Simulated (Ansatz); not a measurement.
```xyz
8

B    -0.3901    1.3663   -0.5792
B    -0.2153   -0.2430   -0.2403
B     0.6774   -1.0421    0.8999
Cl   -1.1630   -1.3128   -1.2981
H    -1.2516    2.0205   -0.0649
H     0.3233    1.9186   -1.3671
H     1.7952   -1.4068    0.6717
H     0.2240   -1.3006    1.9779
```

Geometry: PBE0-D4/def2-TZVP.

All numbers below come from Ansatz 0.2.0, RKS PBE0-D4/def2-TZVPP.

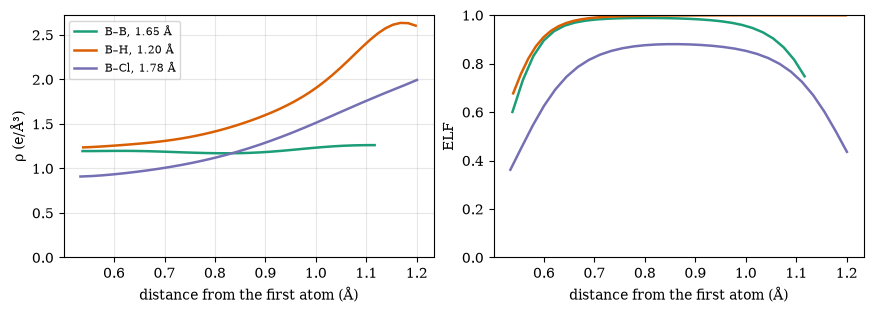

B3ClH4. Electron density and electron localisation function along straight lines between neighbouring atoms. The curves leave out the atomic cores.

### What can be read from the curves?

B–B (1.65 Å): ρ at the midpoint is about 1.2 e/Å³; the ELF peaks at about 1 between the atoms (localised, covalent bonding).
B–H (1.20 Å): ρ at the midpoint is about 1.3 e/Å³; the ELF climbs to about 1 towards the hydrogen, as it does in any bond to H (a covalent bond by its length).
B–Cl (1.78 Å): the density is about 1.3 e/Å³ at the midpoint; the ELF peaks at about 0.90 between the atoms (a polar covalent bond).
